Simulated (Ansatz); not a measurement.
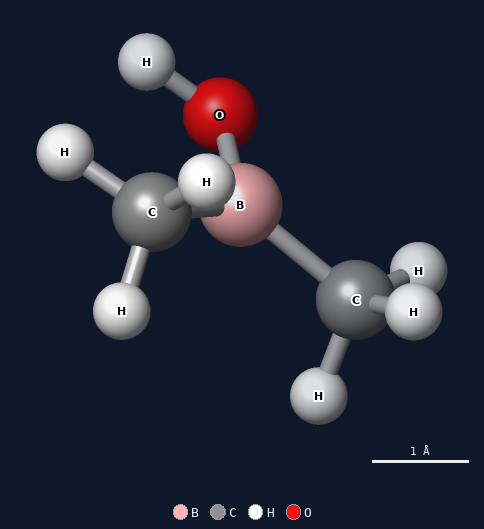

*The structure as given in the input (ball-and-stick view, seen at a tilt).*

Bond lengths as drawn: B–C 1.58 Å, B–O 1.37 Å, C–H 1.10 Å and H–O 0.97 Å.

## C₂H₇BO: molecular dynamics

- system: C₂H₇BO
- method: RKS r2SCAN-D4/6-31G* (Ansatz 0.2.0)

One setting was made poor on purpose. It belongs to a series of runs on one base structure; here: dynamics from the start.

The program's output
```
Engine: ansatz 0.2.0, aarch64-unknown-linux-gnu
Functional definition: r2SCAN
  parameter k0 = 0.174
  parameter k1 = 0.065
  parameter a1 = 4.9479
  exchange = r2scan_x(k0 = k0, k1 = k1, a1 = a1)
  correlation = r2scan_c
926 factors; their error is unknown
mean field evaluation 1: about -4900.4151 eV, gradient 6.8e1 eV
mean field evaluation 2: about -4892.5114 eV, gradient 9.1e1 eV
mean field evaluation 4: about -4910.2458 eV, gradient 2.3e0 eV
mean field evaluation 8: about -4910.2623 eV, gradient 1.4e-1 eV
mean field evaluation 16: about -4910.2024 eV, gradient 1.0e-4 eV
mean field -4910.20235780 eV, -180.4466083946 hartree, gradient 4.0e-5 eV, S^2 0.000000; 0 other end points of the search recorded, 0 dependent functions left out
the calculation of the forces begins
reference -4910.20236428 eV, -180.4466086324 hartree; 16, 16 occupied and 58, 58 virtual orbitals, 926 factors
md step     0: t =     0.00 fs  T =  1000.0 K  F+E_penalty+E_count = -4910.24180550 eV  E_kin = 1.163340 eV  conserved = -4909.07846551 eV  (27 SCF iters)
these checks for a lower state are left out or cut short: starts, cluster_reference, orbital_swaps, neighbouring_geometries, increment
926 factors; their error is unknown
mean field -4910.16735684 eV, -180.4453221330 hartree, gradient 1.3e-5 eV, S^2 0.000000; 0 other end points of the search recorded, 0 dependent functions left out
[... from here on the field's lines of each further geometry are left out, up to the last ...]
md step     1: t =     0.50 fs  T =   972.6 K  F+E_penalty+E_count = -4910.20681154 eV  E_kin = 1.131517 eV  conserved = -4909.07733013 eV  (29 SCF iters, 3 dispersion substeps)
md step     2: t =     1.00 fs  T =   911.4 K  F+E_penalty+E_count = -4910.11457024 eV  E_kin = 1.060317 eV  conserved = -4909.07562998 eV  (29 SCF iters, 3 dispersion substeps)
md step     3: t =     1.50 fs  T =   857.8 K  F+E_penalty+E_count = -4909.98711969 eV  E_kin = 0.997957 eV  conserved = -4909.07393630 eV  (29 SCF iters, 3 dispersion substeps)
md step     4: t =     2.00 fs  T =   846.7 K  F+E_penalty+E_count = -4909.84329892 eV  E_kin = 0.984981 eV  conserved = -4909.07256008 eV  (29 SCF iters, 3 dispersion substeps)
md step     5: t =     2.50 fs  T =   898.1 K  F+E_penalty+E_count = -4909.69474017 eV  E_kin = 1.044778 eV  conserved = -4909.07158816 eV  (29 SCF iters, 3 dispersion substeps)
md step     6: t =     3.00 fs  T =  1012.8 K  F+E_penalty+E_count = -4909.54693995 eV  E_kin = 1.178181 eV  conserved = -4909.07096118 eV  (29 SCF iters, 3 dispersion substeps)
md step     7: t =     3.50 fs  T =  1154.5 K  F+E_penalty+E_count = -4909.40255280 eV  E_kin = 1.343056 eV  conserved = -4909.07055411 eV  (29 SCF iters, 3 dispersion substeps)
md step     8: t =     4.00 fs  T =  1240.8 K  F+E_penalty+E_count = -4909.26528853 eV  E_kin = 1.443449 eV  conserved = -4909.07027531 eV  (29 SCF iters, 3 dispersion substeps)
md step     9: t =     4.50 fs  T =  1202.1 K  F+E_penalty+E_count = -4909.14205474 eV  E_kin = 1.398433 eV  conserved = -4909.07016645 eV  (29 SCF iters, 3 dispersion substeps)
md step    10: t =     5.00 fs  T =  1065.6 K  F+E_penalty+E_count = -4909.04001821 eV  E_kin = 1.239697 eV  conserved = -4909.07036677 eV  (29 SCF iters, 3 dispersion substeps)
md step    11: t =     5.50 fs  T =   921.1 K  F+E_penalty+E_count = -4908.96065097 eV  E_kin = 1.071515 eV  conserved = -4909.07094813 eV  (29 SCF iters, 3 dispersion substeps)
md step    12: t =     6.00 fs  T =   830.7 K  F+E_penalty+E_count = -4908.89714194 eV  E_kin = 0.966366 eV  conserved = -4909.07183541 eV  (29 SCF iters, 3 dispersion substeps)
md step    13: t =     6.50 fs  T =   810.9 K  F+E_penalty+E_count = -4908.83554831 eV  E_kin = 0.943312 eV  conserved = -4909.07281874 eV  (29 SCF iters, 3 dispersion substeps)
md step    14: t =     7.00 fs  T =   853.0 K  F+E_penalty+E_count = -4908.75620407 eV  E_kin = 0.992359 eV  conserved = -4909.07353543 eV  (29 SCF iters, 3 dispersion substeps)
md step    15: t =     7.50 fs  T =   933.3 K  F+E_penalty+E_count = -4908.63569118 eV  E_kin = 1.085741 eV  conserved = -4909.07335438 eV  (29 SCF iters, 3 dispersion substeps)
md step    16: t =     8.00 fs  T =  1013.3 K  F+E_penalty+E_count = -4908.45484004 eV  E_kin = 1.178768 eV  conserved = -4909.07133666 eV  (29 SCF iters, 3 dispersion substeps)
md step    17: t =     8.50 fs  T =  1058.6 K  F+E_penalty+E_count = -4908.21839503 eV  E_kin = 1.231456 eV  conserved = -4909.06662091 eV  (29 SCF iters, 3 dispersion substeps)
md step    18: t =     9.00 fs  T =  1079.9 K  F+E_penalty+E_count = -4907.97869683 eV  E_kin = 1.256273 eV  conserved = -4909.05988701 eV  (28 SCF iters, 3 dispersion substeps)
md step    19: t =     9.50 fs  T =  1139.2 K  F+E_penalty+E_count = -4907.83229332 eV  E_kin = 1.325317 eV  conserved = -4909.05475676 eV  (29 SCF iters, 3 dispersion substeps)
md step    20: t =    10.00 fs  T =  1268.1 K  F+E_penalty+E_count = -4907.86288766 eV  E_kin = 1.475218 eV  conserved = -4909.05547945 eV  (29 SCF iters, 3 dispersion substeps)
md step    21: t =    10.50 fs  T =  1365.7 K  F+E_penalty+E_count = -4908.06293502 eV  E_kin = 1.588752 eV  conserved = -4909.06161518 eV  (29 SCF iters, 3 dispersion substeps)
md step    22: t =    11.00 fs  T =  1282.3 K  F+E_penalty+E_count = -4908.32739871 eV  E_kin = 1.491730 eV  conserved = -4909.06869642 eV  (29 SCF iters, 3 dispersion substeps)
md step    23: t =    11.50 fs  T =  1046.1 K  F+E_penalty+E_count = -4908.54782796 eV  E_kin = 1.217024 eV  conserved = -4909.07368312 eV  (29 SCF iters, 3 dispersion substeps)
md step    24: t =    12.00 fs  T =   808.1 K  F+E_penalty+E_count = -4908.68486936 eV  E_kin = 0.940117 eV  conserved = -4909.07609385 eV  (29 SCF iters, 3 dispersion substeps)
md step    25: t =    12.50 fs  T =   653.4 K  F+E_penalty+E_count = -4908.75106180 eV  E_kin = 0.760081 eV  conserved = -4909.07658524 eV  (30 SCF iters, 3 dispersion substeps)
md step    26: t =    13.00 fs  T =   595.9 K  F+E_penalty+E_count = -4908.77149726 eV  E_kin = 0.693271 eV  conserved = -4909.07593456 eV  (30 SCF iters, 3 dispersion substeps)
md step    27: t =    13.50 fs  T =   640.1 K  F+E_penalty+E_count = -4908.76666899 eV  E_kin = 0.744602 eV  conserved = -4909.07468703 eV  (30 SCF iters, 3 dispersion substeps)
md step    28: t =    14.00 fs  T =   808.9 K  F+E_penalty+E_count = -4908.75081798 eV  E_kin = 0.940968 eV  conserved = -4909.07317579 eV  (30 SCF iters, 3 dispersion substeps)
md step    29: t =    14.50 fs  T =  1122.1 K  F+E_penalty+E_count = -4908.73443149 eV  E_kin = 1.305344 eV  conserved = -4909.07163640 eV  (30 SCF iters, 3 dispersion substeps)
md step    30: t =    15.00 fs  T =  1474.4 K  F+E_penalty+E_count = -4908.72680310 eV  E_kin = 1.715286 eV  conserved = -4909.07031425 eV  (29 SCF iters, 3 dispersion substeps)
md step    31: t =    15.50 fs  T =  1562.0 K  F+E_penalty+E_count = -4908.73788073 eV  E_kin = 1.817171 eV  conserved = -4909.06947113 eV  (29 SCF iters, 3 dispersion substeps)
the calculation of the forces begins
reference -4908.73738609 eV, -180.3927716769 hartree; 16, 16 occupied and 58, 58 virtual orbitals, 926 factors
926 factors; their error is unknown
mean field -4908.73737963 eV, -180.3927714397 hartree, gradient 2.2e-5 eV, S^2 0.000000; 1 other end points of the search recorded, 0 dependent functions left out
the calculation of the forces begins
reference -4908.73738609 eV, -180.3927716769 hartree; 16, 16 occupied and 58, 58 virtual orbitals, 926 factors
md step    32: t =    16.00 fs  T =  1290.4 K  F+E_penalty+E_count = -4908.77722338 eV  E_kin = 1.501166 eV  conserved = -4909.06925585 eV  (31 SCF iters, 3 dispersion substeps)
```

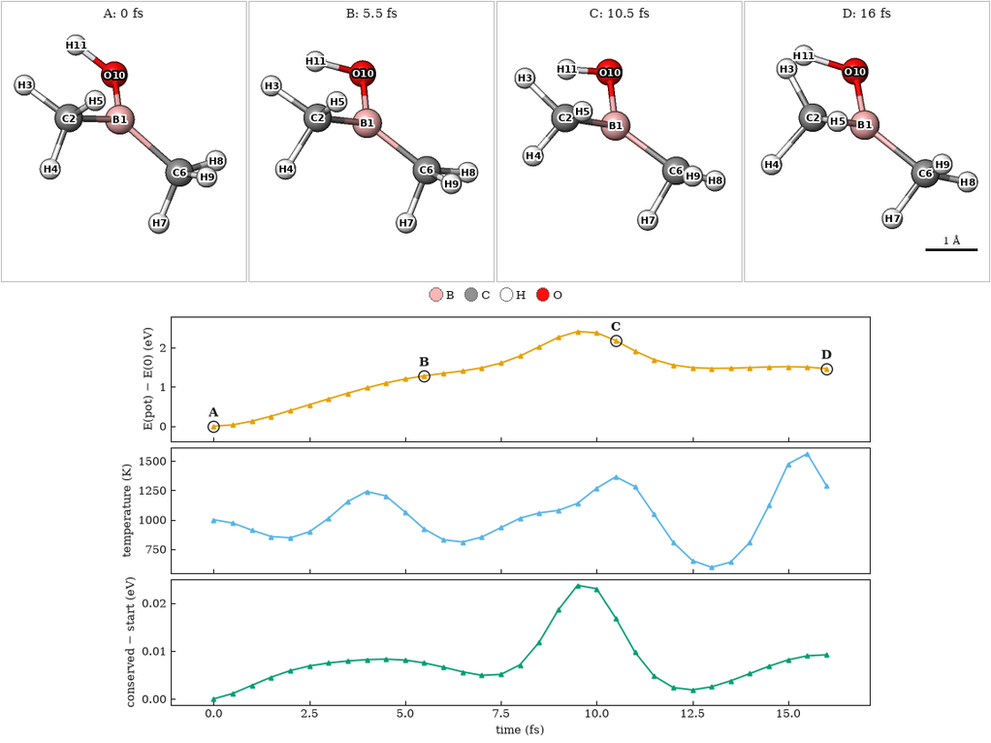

*Frames of the molecular dynamics (ball-and-stick, seen at a tilt) above the curves, on which the letters mark them.*

The trajectory kept here has 33 frames over 16 fs. The temperature starts at 1000 K, ranges from 596 to 1562 K and averages 1071 K over the second half. The potential energy ends 1.465 eV above its first value. The conserved quantity stays within 0.024 eV. After an unweighted best fit of the last frame on the first, the root-mean-square displacement is 0.33 Å.

```
Total energy: -4908.77722983 eV, -180.3942359077 hartree
Atom 0 at     0.064803    -0.217972    -0.193414 Å, force    -1.357547     2.426192     2.756910 eV/Å
Atom 1 at    -0.022949    -0.080954     1.563404 Å, force     1.835089    -2.787975    -0.683125 eV/Å
Atom 2 at    -1.091809     0.063580     1.780128 Å, force     0.208657    -0.073538     0.509263 eV/Å
Atom 3 at     0.387448    -1.129122     2.074385 Å, force    -1.281371     2.442516    -1.037816 eV/Å
Atom 4 at     0.603009     0.712470     2.071574 Å, force    -0.660255    -0.589329    -0.779541 eV/Å
Atom 5 at     1.436637     0.096047    -0.815116 Å, force     0.557222     0.190143     0.011720 eV/Å
Atom 6 at     1.887964    -0.820078    -0.397118 Å, force     0.969973     0.164440    -0.153434 eV/Å
Atom 7 at     1.686237     0.164341    -1.918498 Å, force    -0.501977     0.114133     1.267539 eV/Å
Atom 8 at     1.802794     0.966506    -0.159536 Å, force    -0.054109    -1.147054    -1.246787 eV/Å
Atom 9 at    -1.187739    -0.178617    -0.749402 Å, force    -1.653106    -2.332006     1.994971 eV/Å
Atom 10 at    -1.838729    -0.574605     0.009744 Å, force     1.937424     1.592479    -2.639700 eV/Å
Dipole moment:    -0.031939    -0.163203     0.188382 e Å
```

Trajectory as extended XYZ (Å, eV, eV/Å), 9 of the 33 frames kept, from step=0 to step=32
```
11
Properties=species:S:1:pos:R:3:forces:R:3 step=0 time_fs=0.0 energy=-4910.24181 temperature=1000.0
B     0.0274   -0.0984   -0.0347    0.0009  -0.0016   0.0002
C    -0.0348   -0.1218    1.5477    0.0033   0.0004   0.0074
H    -1.0133   -0.3917    1.9697   -0.0024   0.0002  -0.0011
H     0.7128   -0.8085    1.9678   -0.0008   0.0013  -0.0022
H     0.2263    0.8722    1.9415   -0.0007  -0.0020  -0.0011
C     1.3903    0.0343   -0.8144    0.0049   0.0003   0.0024
H     1.9619   -0.9021   -0.7236   -0.0005   0.0014  -0.0005
H     1.2516    0.2356   -1.8825   -0.0033  -0.0009  -0.0002
H     2.0341    0.8153   -0.3874   -0.0005  -0.0002  -0.0015
O    -1.1088   -0.1917   -0.7944   -0.0031  -0.0005  -0.0028
H    -1.8944   -0.2900   -0.2357    0.0023   0.0014  -0.0005
11
Properties=species:S:1:pos:R:3:forces:R:3 step=4 time_fs=2.0 energy=-4909.84330 temperature=846.7
B     0.0326   -0.1235   -0.0543   -0.0143   0.7671   0.3924
C    -0.0365   -0.1071    1.5446    1.8388  -0.8320   1.4499
H    -0.9895   -0.3816    1.9950   -0.5178  -0.0322  -0.0602
H     0.7098   -0.9238    2.0198   -1.2646   1.9023  -1.0190
H     0.2276    0.9099    2.0150   -0.0698  -1.3455  -0.7688
C     1.3706    0.0404   -0.8131    2.3123   1.0724   0.0414
H     1.9780   -0.8679   -0.6862   -0.0964  -0.2712  -0.0355
H     1.3211    0.2174   -1.9096   -0.1749   0.0336   0.5615
H     2.1076    0.8244   -0.3428   -1.4952  -1.0319  -0.7654
O    -1.1141   -0.1850   -0.7986    0.4394  -0.2262   0.0880
H    -1.7935   -0.3338   -0.1419   -0.9574  -0.0365   0.1158
11
Properties=species:S:1:pos:R:3:forces:R:3 step=8 time_fs=4.0 energy=-4909.26529 temperature=1240.8
B     0.0397   -0.1545   -0.0795   -0.1984   1.6320   0.9112
C    -0.0321   -0.0901    1.5458    1.5721  -1.8047   1.8778
H    -0.9793   -0.3688    2.0261   -0.5444   0.0908  -0.3790
H     0.6507   -0.9972    2.0460   -1.0925   2.4884  -1.2436
H     0.2268    0.9026    2.0813    0.1113  -1.4470  -1.1361
C     1.3525    0.0527   -0.8112    4.0363   0.7538  -0.2874
H     1.9951   -0.8331   -0.6366   -0.3328  -0.3947  -0.1134
H     1.4081    0.1941   -1.9216   -0.4825   0.0915   0.8210
H     2.1419    0.7925   -0.3153   -1.9741  -0.8108  -0.8634
O    -1.1204   -0.1766   -0.8038   -0.6981  -0.9988   1.9536
H    -1.6941   -0.3939   -0.0141   -0.3969   0.3996  -1.5406
11
Properties=species:S:1:pos:R:3:forces:R:3 step=12 time_fs=6.0 energy=-4908.89714 temperature=830.7
B     0.0475   -0.1865   -0.1069   -0.5006   2.4574   1.3388
C    -0.0219   -0.0753    1.5530   -0.0421  -2.9971   1.0636
H    -0.9873   -0.3493    2.0491   -0.2965   0.3369  -0.8011
H     0.5385   -0.9938    2.0316   -0.0654   1.8112  -0.8070
H     0.2308    0.8416    2.1204    0.5448  -0.2091  -0.7710
C     1.3432    0.0699   -0.8099    4.3326  -0.6452  -0.6330
H     2.0032   -0.8059   -0.5807   -0.5570  -0.4728  -0.2366
H     1.4955    0.1692   -1.9063   -0.7495   0.1662   0.4710
H     2.1109    0.7251   -0.3130   -1.1898   0.4805  -0.2075
O    -1.1296   -0.1688   -0.8056   -0.9654  -1.7812   3.2888
H    -1.5917   -0.4519    0.0849   -0.5110   0.8532  -2.7060
11
Properties=species:S:1:pos:R:3:forces:R:3 step=16 time_fs=8.0 energy=-4908.45484 temperature=1013.3
B     0.0540   -0.2110   -0.1310   -0.4810   3.1320   1.5033
C    -0.0114   -0.0697    1.5639   -2.7929  -2.0789  -1.7292
H    -1.0086   -0.3144    2.0406   -0.1158   0.5558  -0.9471
H     0.4191   -0.9215    1.9857    1.9937  -1.5191   0.8554
H     0.2586    0.7700    2.1317    1.0705   1.6647   0.1809
C     1.3480    0.0857   -0.8107    2.2142  -2.9827  -1.1288
H     1.9892   -0.7966   -0.5309   -0.5166  -0.4784  -0.3262
H     1.5581    0.1497   -1.8720   -0.7169   0.2516  -0.4880
H     2.0325    0.6764   -0.3162    1.0393   2.6329   1.3688
O    -1.1417   -0.1651   -0.7991   -0.0196  -1.7733   2.2638
H    -1.5071   -0.4800    0.0832   -1.6749   0.5956  -1.5529
11
Properties=species:S:1:pos:R:3:forces:R:3 step=20 time_fs=10.0 energy=-4907.86289 temperature=1268.1
B     0.0617   -0.2341   -0.1607   -0.3581   3.7379   1.6456
C    -0.0064   -0.0685    1.5739   -4.4024   1.5460  -4.0303
H    -1.0463   -0.2359    1.9842    0.1268   0.6881  -0.7246
H     0.3303   -0.8862    1.9573    3.3462  -5.4999   2.6769
H     0.3486    0.7318    2.1521    0.9930   1.6467   0.1229
C     1.3647    0.0983   -0.8161    1.1286  -3.6491  -0.2017
H     1.9444   -0.8045   -0.4711   -0.1283  -0.2005  -0.3571
H     1.6192    0.1322   -1.8420   -0.3810   0.3594  -1.4336
H     1.9538    0.7188   -0.2625    1.3778   2.7687   1.5551
O    -1.1599   -0.1646   -0.7832    2.0096  -0.4396  -1.8390
H    -1.4607   -0.4979    0.0153   -3.7122  -0.9577   2.5859
11
Properties=species:S:1:pos:R:3:forces:R:3 step=24 time_fs=12.0 energy=-4908.68487 temperature=808.1
B     0.0678   -0.2452   -0.1843   -0.8594   3.8195   2.0040
C    -0.0120   -0.0654    1.5740   -0.8911  -1.5189  -1.2259
H    -1.0788   -0.1383    1.9065    0.3177   0.5469  -0.2369
H     0.3399   -0.9985    2.0022    0.6805  -0.4465   0.3785
H     0.4650    0.7433    2.1726   -0.0863  -0.1883  -0.9770
C     1.3845    0.1013   -0.8216    2.2699  -1.2381   1.6146
H     1.8971   -0.8186   -0.4249    0.3594   0.1320  -0.3394
H     1.6649    0.1269   -1.8551   -0.2942   0.3877  -0.8035
H     1.9164    0.8409   -0.1680   -0.4429  -0.1129  -0.8220
O    -1.1739   -0.1654   -0.7704    1.5922  -0.9956  -0.7449
H    -1.5276   -0.5394    0.0149   -2.6458  -0.3858   1.1524
11
Properties=species:S:1:pos:R:3:forces:R:3 step=28 time_fs=14.0 energy=-4908.75082 temperature=808.9
B     0.0689   -0.2403   -0.1925   -1.2622   3.4282   2.3832
C    -0.0180   -0.0674    1.5704    1.0171  -2.7074  -0.3534
H    -1.0889   -0.0610    1.8516    0.2262   0.3039   0.1491
H     0.3694   -1.0853    2.0436   -0.5667   1.8003  -0.6487
H     0.5337    0.7455    2.1542   -0.6250  -0.8156  -1.2091
C     1.4027    0.0996   -0.8209    2.0793  -0.2096   1.2063
H     1.8801   -0.8232   -0.4077    0.6660   0.2079  -0.2880
H     1.6824    0.1361   -1.8868   -0.4475   0.3151   0.3358
H     1.8816    0.9140   -0.1352   -0.6580  -1.1460  -1.5422
O    -1.1795   -0.1681   -0.7637   -0.2159  -2.2774   1.8586
H    -1.6495   -0.5736    0.0453   -0.2132   1.1006  -1.8915
11
Properties=species:S:1:pos:R:3:forces:R:3 step=32 time_fs=16.0 energy=-4908.77722 temperature=1290.4
B     0.0648   -0.2180   -0.1934   -1.3575   2.4262   2.7569
C    -0.0229   -0.0810    1.5634    1.8351  -2.7880  -0.6831
H    -1.0918    0.0636    1.7801    0.2087  -0.0735   0.5093
H     0.3874   -1.1291    2.0744   -1.2814   2.4425  -1.0378
H     0.6030    0.7125    2.0716   -0.6603  -0.5893  -0.7795
C     1.4366    0.0960   -0.8151    0.5572   0.1901   0.0117
H     1.8880   -0.8201   -0.3971    0.9700   0.1644  -0.1534
H     1.6862    0.1643   -1.9185   -0.5020   0.1141   1.2675
H     1.8028    0.9665   -0.1595   -0.0541  -1.1471  -1.2468
O    -1.1877   -0.1786   -0.7494   -1.6531  -2.3320   1.9950
H    -1.8387   -0.5746    0.0097    1.9374   1.5925  -2.6397
```

The run was set up as follows.

Input file
```yaml
crystal:
  periodic: [false, false, false]
  atoms:
    - { symbol: B, position_ang: [0.027424, -0.098408, -0.034673] }
    - { symbol: C, position_ang: [-0.03484, -0.12183, 1.547738] }
    - { symbol: H, position_ang: [-1.013299, -0.391701, 1.969741] }
    - { symbol: H, position_ang: [0.712844, -0.808536, 1.967795] }
    - { symbol: H, position_ang: [0.226346, 0.872225, 1.941522] }
    - { symbol: C, position_ang: [1.39026, 0.034284, -0.814401] }
    - { symbol: H, position_ang: [1.961926, -0.902117, -0.723567] }
    - { symbol: H, position_ang: [1.251639, 0.235617, -1.882515] }
    - { symbol: H, position_ang: [2.034118, 0.815311, -0.387436] }
    - { symbol: O, position_ang: [-1.108801, -0.191655, -0.794351] }
    - { symbol: H, position_ang: [-1.894416, -0.28999, -0.235652] }
basis:
  gaussian: { orbitals: "6-31G*" }
hamiltonian:
  xc: r2scan
  dispersion: d4
md:
  timestep: 0.5
  n_steps: 32
  ensemble: nvt_nose_hoover
  temperature: 1000.0
  initial_velocities: maxwell_boltzmann
  seed: 512979
  nose_hoover: { tau: 1.0, chain_length: 1 }
```

Command:
```bash
ansatz run input.yaml --threads 1 --pin off --max-ram 2048MiB --backend cpu --events-out ev --progress --plain --runs-dir out
```

Summary

- outcome: finished
- mean temperature over the second half: 1071 K
- trajectory: 32 steps, 16 fs
- ensemble: nvt_nose_hoover
- temperature in the input: 1000.0 K
- time step: 0.5 fs
- potential energy (last step): −4908.7772 eV
- mean-field energy (last step): −4908.7374 eV
- largest force (length of the vector) (last step): 3.915 eV/Å
- hardware: 1 thread of Arm Neoverse V2, 24 GiB of memory available, shared host
- wall time: 2.1 min
- peak memory: 0.12 GiB

Notes

A deliberately poor setting: thermostat time. So short a trajectory is not equilibrated.
